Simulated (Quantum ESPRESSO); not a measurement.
# InP (F-43m): zone-centre phonons

Aim: the zone-centre modes of InP (F-43m).

Main program and level: Quantum ESPRESSO 7.5; DFT LDA, scalar-relativistic, plane waves, PseudoDojo norm-conserving pseudopotentials.

The experiments to compare with:

“Universal growth of ultra-thin III–V semiconductor single crystals” (2020, pmc:7414113) reports for InP, zinc blende, by Raman, 532 nm excitation (bulk InP reference crystal): Raman mode (TO, bulk) 306 cm⁻¹ [bulk reference spectrum shown in the supplement; assignment to TO implied by order].

The database entry behind the starting cell differs from later determinations by our own check (0.1 to 0.3 % short, probably kX units), so it need not match the best structure at ambient conditions.

### Step 1. The starting structure

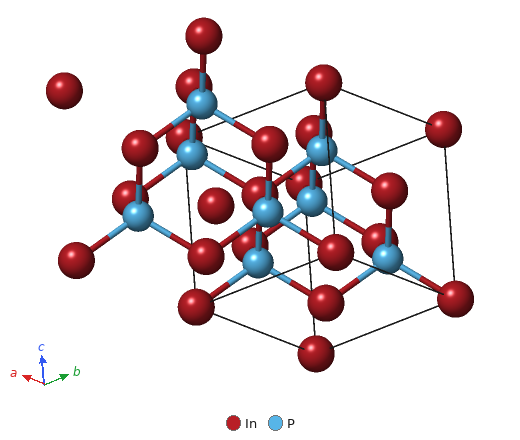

Start, viewed from a free direction; indium red, phosphorus blue. 2×1×1 cells are drawn. This picture shows the conventional cell, with its axes. Bonds to atoms that aren't drawn are left out. Some periodic images of atoms are drawn too.

### Step 2. A first look

Before anything dear is run, a loose run with smearing shows whether this is a metal and how far the cell is from rest.

Contents of probe.in:

```
&CONTROL
  calculation = 'scf'
  prefix      = 'x'
  outdir      = './tmp'
  pseudo_dir  = './pseudo'
  tprnfor     = .true.
  tstress     = .true.
  verbosity   = 'high'
/
&SYSTEM
  ibrav       = 2
  celldm(1)   = 11.07568482
  nat         = 2
  ntyp        = 2
  ecutwfc     = 77.0
  occupations = 'smearing'
  smearing    = 'gaussian'
  degauss     = 0.01
/
&ELECTRONS
  conv_thr         = 1.0d-07
  mixing_beta      = 0.7
  electron_maxstep = 100
/
ATOMIC_SPECIES
 In    114.8180  In.upf
 P      30.9738  P.upf
ATOMIC_POSITIONS crystal
 In     0.000000000   0.000000000   0.000000000
 P      0.250000000   0.250000000   0.250000000
K_POINTS automatic
 6 6 6 0 0 0
```

Run with:

```
OMP_NUM_THREADS=1 mpirun -n 8 pw.x -nk 8 -in probe.in > probe.out
```

Output:

```text
[banners, grids, parts of the stress and lines that vanish by symmetry left out]
Program PWSCF v.7.5
     bravais-lattice index     =            2
     lattice parameter (alat)  =      11.0757  a.u.
[...]
kinetic-energy cutoff     =      77.0000  Ry
     charge density cutoff     =     308.0000  Ry
     scf convergence threshold =      1.0E-07
[...]
Exchange-correlation= SLA  PW   NOGX NOGC
                           (   1   4   0   0   0   0   0)
[...]
24 Sym. Ops. (no inversion) found
[...]
(     0          1          0      )
                  (     0          0          1      )
[...]
(  0.0000000  1.0000000  0.0000000 )
                  (  0.0000000  0.0000000  1.0000000 )
[...]
(     1          0         -1      )
                  (     0          0         -1      )
[...]
(  0.0000000  1.0000000  0.0000000 )
[...]
(    -1          0          1      )
                  (    -1          0          0      )
[...]
(  0.0000000  0.0000000  1.0000000 )
                  (  0.0000000 -1.0000000  0.0000000 )
[...]
number of k points=    16  Gaussian smearing, width (Ry)=  0.0100
[...]
End of self-consistent calculation
[...]
the Fermi energy is     7.1494 ev
!    total energy              =    -146.43744945 Ry
[...]
convergence has been achieved in   6 iterations
[...]
atom    1 type  1   force =     0.00000000    0.00000000    0.00000000
     atom    2 type  2   force =     0.00000000    0.00000000    0.00000000
[...]
Total force =     0.000000     Total SCF correction =     0.000000
[...]
total   stress  (Ry/bohr**3)                   (kbar)     P=      -13.92
[...]
XML data file, charge density, pseudopotentials, collected wavefunctions

   JOB DONE.
```

Run time: 2.5 s. Hardware: 8 MPI ranks of Arm Neoverse V1, shared host.

This step gave:

| Property | Result |
| --- | --- |
| volume per atom | 25.17 Å³ |
| pressure | -1.392 GPa |
| gap on the k-mesh | 0.4830 eV |

A gap of 0.48 eV opens on this mesh, so the crystal is taken as an insulator; the start stands at -1.4 GPa.

### Step 3. Relaxing the cell and atoms

The relaxation runs at a cutoff a fifth above that of the response, since stress converges more slowly with the basis than frequencies do. Forces and stress are brought to rest with tight thresholds.

Contents of relax.in:

```
&CONTROL
  calculation   = 'vc-relax'
  prefix        = 'x'
  outdir        = './tmp'
  pseudo_dir    = './pseudo'
  tprnfor       = .true.
  tstress       = .true.
  forc_conv_thr = 2.0d-05
  etot_conv_thr = 1.0d-07
  nstep         = 40
/
&SYSTEM
  ibrav       = 2
  celldm(1)   = 11.07568482
  nat         = 2
  ntyp        = 2
  ecutwfc     = 92
  occupations = 'fixed'
  nbnd        = 11
/
&ELECTRONS
  conv_thr         = 1.0d-11
  mixing_beta      = 0.7
  electron_maxstep = 100
/
&IONS
/
&CELL
  press_conv_thr = 0.2
/
ATOMIC_SPECIES
 In    114.8180  In.upf
 P      30.9738  P.upf
ATOMIC_POSITIONS crystal
 In     0.000000000   0.000000000   0.000000000
 P      0.250000000   0.250000000   0.250000000
K_POINTS automatic
 10 10 10 0 0 0
```

Run with:

```
OMP_NUM_THREADS=1 mpirun -n 8 pw.x -nk 8 -in relax.in > relax.out
```

Output:

```text
[banners, grids, parts of the stress and lines that vanish by symmetry left out]
[banner, memory and clock lines left out]
Program PWSCF v.7.5

[...]
kinetic-energy cutoff     =      92.0000  Ry
     charge density cutoff     =     368.0000  Ry
     scf convergence threshold =      1.0E-11
[...]
energy convergence thresh.=      1.0E-07
     force convergence thresh. =      2.0E-05
     press convergence thresh. =      2.0E-01
     Exchange-correlation= SLA  PW   NOGX NOGC
                           (   1   4   0   0   0   0   0)
[...]
24 Sym. Ops. (no inversion) found
[...]
number of k points=    47
[...]
End of self-consistent calculation
[...]
highest occupied, lowest unoccupied level (ev):     6.8814    7.3682
!    total energy              =    -146.43855060 Ry
[...]
convergence has been achieved in  11 iterations
[...]
atom    1 type  1   force =     0.00000000    0.00000000    0.00000000
     atom    2 type  2   force =     0.00000000    0.00000000    0.00000000
     Total force =     0.000000     Total SCF correction =     0.000000
[...]
total   stress  (Ry/bohr**3)                   (kbar)     P=      -13.42
[...]
number of bfgs steps    =   0
[...]
CELL_PARAMETERS (alat= 11.07568482)
[...]
ATOMIC_POSITIONS (crystal)
In               0.0000000000        0.0000000000        0.0000000000
P                0.2500000000        0.2500000000        0.2500000000
[...]
New effective cutoffs (rho, wfc):  368.56   92.42
[...]
End of self-consistent calculation
[...]
highest occupied, lowest unoccupied level (ev):     6.9697    7.4940
!    total energy              =    -146.43872661 Ry
[...]
convergence has been achieved in   5 iterations
[...]
atom    1 type  1   force =     0.00000000    0.00000000    0.00000000
     atom    2 type  2   force =    -0.00000000    0.00000000   -0.00000000
     Total force =     0.000000     Total SCF correction =     0.000000
[...]
total   stress  (Ry/bohr**3)                   (kbar)     P=       -8.89
[...]
number of bfgs steps    =   1
[...]
CELL_PARAMETERS (alat= 11.07568482)
[...]
ATOMIC_POSITIONS (crystal)
In              -0.0000000000        0.0000000000       -0.0000000000
P                0.2500000000        0.2500000000        0.2500000000
[...]
New effective cutoffs (rho, wfc):  371.10   93.06
[...]
End of self-consistent calculation
[...]
highest occupied, lowest unoccupied level (ev):     7.1038    7.6845
!    total energy              =    -146.43885330 Ry
[...]
convergence has been achieved in   8 iterations
[...]
atom    1 type  1   force =     0.00000000    0.00000000    0.00000000
     atom    2 type  2   force =    -0.00000000   -0.00000000    0.00000000
     Total force =     0.000000     Total SCF correction =     0.000000
[...]
total   stress  (Ry/bohr**3)                   (kbar)     P=       -1.82
[...]
number of bfgs steps    =   2
[...]
CELL_PARAMETERS (alat= 11.07568482)
[...]
ATOMIC_POSITIONS (crystal)
[...]
New effective cutoffs (rho, wfc):  371.75   93.22
[...]
End of self-consistent calculation
[...]
highest occupied, lowest unoccupied level (ev):     7.1382    7.7334
!    total energy              =    -146.43885859 Ry
[...]
convergence has been achieved in   7 iterations
[...]
atom    1 type  1   force =     0.00000000    0.00000000    0.00000000
     atom    2 type  2   force =    -0.00000000   -0.00000000   -0.00000000
     Total force =     0.000000     Total SCF correction =     0.000000
[...]
total   stress  (Ry/bohr**3)                   (kbar)     P=        0.04
[...]
number of bfgs steps    =   3
[...]
small trust_radius: resetting bfgs history
[...]
CELL_PARAMETERS (alat= 11.07568482)
[...]
ATOMIC_POSITIONS (crystal)
[...]
New effective cutoffs (rho, wfc):  371.74   93.22
[...]
End of self-consistent calculation
[...]
highest occupied, lowest unoccupied level (ev):     7.1380    7.7329
!    total energy              =    -146.43885859 Ry
[...]
convergence has been achieved in   3 iterations
[...]
atom    1 type  1   force =     0.00000000    0.00000000    0.00000000
     atom    2 type  2   force =     0.00000000    0.00000000   -0.00000000
     Total force =     0.000000     Total SCF correction =     0.000000
[...]
total   stress  (Ry/bohr**3)                   (kbar)     P=        0.03
[...]
bfgs converged in   5 scf cycles and   4 bfgs steps
[...]
End of BFGS Geometry Optimization
     Final enthalpy           =    -146.4388585874 Ry
     File ./tmp/x.bfgs deleted, as requested
[...]
CELL_PARAMETERS (alat= 11.07568482)
[...]
ATOMIC_POSITIONS (crystal)
In              -0.0000000000        0.0000000000       -0.0000000000
P                0.2500000000        0.2500000000        0.2500000000
[...]
Final scf calculation at the relaxed structure.
[...]
kinetic-energy cutoff     =      92.0000  Ry
     charge density cutoff     =     368.0000  Ry
     scf convergence threshold =      1.0E-13
[...]
press convergence thresh. =      2.0E-01
     Exchange-correlation= SLA  PW   NOGX NOGC
                           (   1   4   0   0   0   0   0)
[...]
24 Sym. Ops. (no inversion) found
[...]
number of k points=    47
[...]
c_bands:  1 eigenvalues not converged
     c_bands:  1 eigenvalues not converged
[...]
End of self-consistent calculation
[...]
highest occupied, lowest unoccupied level (ev):     7.1380    7.7329
!    total energy              =    -146.43885703 Ry
[...]
convergence has been achieved in  12 iterations
[...]
atom    1 type  1   force =    -0.00000000   -0.00000000    0.00000000
     atom    2 type  2   force =     0.00000000    0.00000000   -0.00000000
     Total force =     0.000000     Total SCF correction =     0.000000
[...]
total   stress  (Ry/bohr**3)                   (kbar)     P=        0.04
[...]
XML data file, charge density, pseudopotentials, collected wavefunctions
```

Wall time 33 s (8 MPI ranks); 4.4 min of CPU time.

Relaxation path:

```csv
step,energy less that of the first step (eV),largest force (eV/Å),pressure (GPa),volume (Å³)
1,0.0000,0.0000,-1.34,50.33
2,-0.0024,0.0000,-0.89,49.99
3,-0.0041,0.0000,-0.18,49.48
4,-0.0042,0.0000,0.00,49.35
5,-0.0042,0.0000,0.00,49.35
6,-0.0042,0.0000,0.00,49.35
```

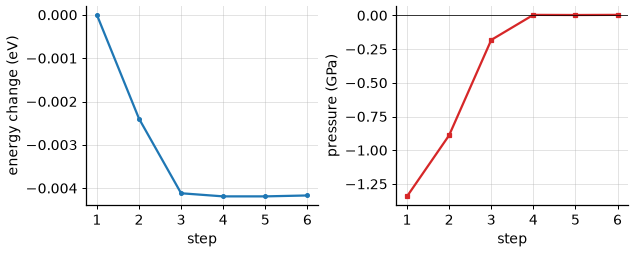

Energy and pressure along the relaxation.

```csv
"conventional cell, symmetrised",before,after,change
a (Å),5.861,5.823,-0.7 %
b (Å),5.861,5.823,-0.7 %
c (Å),5.861,5.823,-0.7 %
volume (Å³/atom),25.17,24.67,-2.0 %
```

The relaxed structure:

```cif
data_structure
_symmetry_space_group_name_H-M 'P 1'
_symmetry_Int_Tables_number 1
_cell_length_a 4.1172
_cell_length_b 4.1172
_cell_length_c 4.1172
_cell_angle_alpha 60.000
_cell_angle_beta 60.000
_cell_angle_gamma 60.000
_cell_volume 49.35
loop_
_atom_site_label
_atom_site_type_symbol
_atom_site_fract_x
_atom_site_fract_y
_atom_site_fract_z
_atom_site_occupancy
In1 In 0.00000 0.00000 0.00000 1
P2 P 0.25000 0.25000 0.25000 1
```

The last row of the table of steps is pw.x's closing run on a basis chosen anew for the final cell, so its energy can jump.

Read from the output:

```
volume per atom   : 24.67 Å³
pressure          : 0.004 GPa
gap on the k-mesh : 0.5949 eV
```

The volume changes by -2.0 % from the cell with which this run began.

### Step 4. Self-consistent run for the response

Perturbation theory inherits every error of the wavefunctions, so the threshold is set near the limit of the arithmetic. With a gap, occupations are fixed, which also allows the response to an electric field.

Contents of scf.in:

```
&CONTROL
  calculation = 'scf'
  prefix      = 'x'
  outdir      = './tmp'
  pseudo_dir  = './pseudo'
  tprnfor     = .true.
  tstress     = .true.
/
&SYSTEM
  ibrav       = 2
  celldm(1)   = 11.0029994
  nat         = 2
  ntyp        = 2
  ecutwfc     = 77.0
  occupations = 'fixed'
  nbnd        = 11
/
&ELECTRONS
  conv_thr         = 1.0d-12
  mixing_beta      = 0.7
  electron_maxstep = 100
/
ATOMIC_SPECIES
 In    114.8180  In.upf
 P      30.9738  P.upf
ATOMIC_POSITIONS crystal
 In     0.000000000   0.000000000   0.000000000
 P      0.250000000   0.250000000   0.250000000
K_POINTS automatic
 12 12 12 0 0 0
```

Run with:

```
OMP_NUM_THREADS=1 mpirun -n 8 pw.x -nk 8 -in scf.in > scf.out
```

Output:

```text
[banners, grids, parts of the stress and lines that vanish by symmetry left out]
[banner, memory and clock lines left out]
Program PWSCF v.7.5

[...]
kinetic-energy cutoff     =      77.0000  Ry
     charge density cutoff     =     308.0000  Ry
     scf convergence threshold =      1.0E-12
[...]
Exchange-correlation= SLA  PW   NOGX NOGC
                           (   1   4   0   0   0   0   0)
[...]
24 Sym. Ops. (no inversion) found
[...]
number of k points=    72
[...]
End of self-consistent calculation
[...]
highest occupied, lowest unoccupied level (ev):     7.1376    7.7328
!    total energy              =    -146.43886520 Ry
[...]
convergence has been achieved in  10 iterations
[...]
atom    1 type  1   force =     0.00000000    0.00000000    0.00000000
     atom    2 type  2   force =    -0.00000000   -0.00000000    0.00000000
     Total force =     0.000000     Total SCF correction =     0.000000
[...]
total   stress  (Ry/bohr**3)                   (kbar)     P=        0.04
[...]
XML data file, charge density, pseudopotentials, collected wavefunctions
```

The job ended after 10 s (8 MPI ranks; 80 s of CPU time).

Read from the output:

| Property | Result |
| --- | --- |
| gap on the k-mesh | 0.5952 eV |

The cell stands at 0.004 GPa, close enough for phonons.

[end of part 1 of 2]

[Host names and launcher messages were left out of these logs when they were recorded.]

[Logs are printed without paths, hosts, clocks, repeated set-up lines and the standing remarks that a program may print on its own settings, such as how far it seeks lower states.]

[Hosts, paths, dates, database ids (printed as entryN), source tags and the programs' standing remarks are cut or masked in the printed files.]
